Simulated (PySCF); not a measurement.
| atom | x (Å) | y (Å) | z (Å) |
| --- | --- | --- | --- |
| C | 2.1361 | -0.5048 | -0.2035 |
| C | 0.6205 | -0.5416 | -0.3626 |
| C | -0.0327 | 0.7433 | -0.0085 |
| O | 0.4692 | 1.7596 | 0.3485 |
| Si | -2.0335 | 0.6457 | -0.0542 |
| N | -2.1327 | -0.4076 | 1.2053 |
| H | 2.4019 | -0.2733 | 0.8250 |
| H | 2.5606 | -1.4706 | -0.4668 |
| H | 2.5716 | 0.2567 | -0.8467 |
| H | 0.3372 | -0.7816 | -1.3897 |
| H | 0.1639 | -1.3013 | 0.2753 |
| H | -2.4212 | 2.0515 | -0.1490 |
| H | -2.2397 | -0.0309 | -1.3360 |
| H | -2.4018 | -0.1457 | 2.1409 |

Geometry: GFN2-xTB.

All numbers below come from UKS B3LYP, pcH-1 on C H N O Si, non-relativistic, mean-field spin-orbit, GIAO (PySCF 2.14.0, density-fitted response routines).

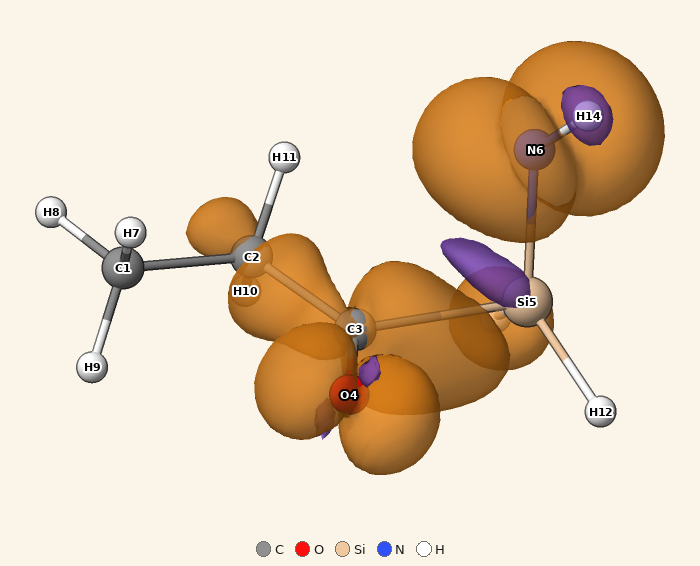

C$_{3}$H$_{8}$NOSi (SMILES CCC(=O)[SiH2][NH]) (doublet). Isosurfaces of the spin density at +0.015 (orange) and −0.015 e/Å³ (purple), seen across its widest extent.

**Which atoms carry the spin?**

The unpaired spin (1 electron) lies mostly on N6 (about 0.5), O4 (about 0.1) and C3 (about 0.1), in electrons by Hirshfeld's partition.
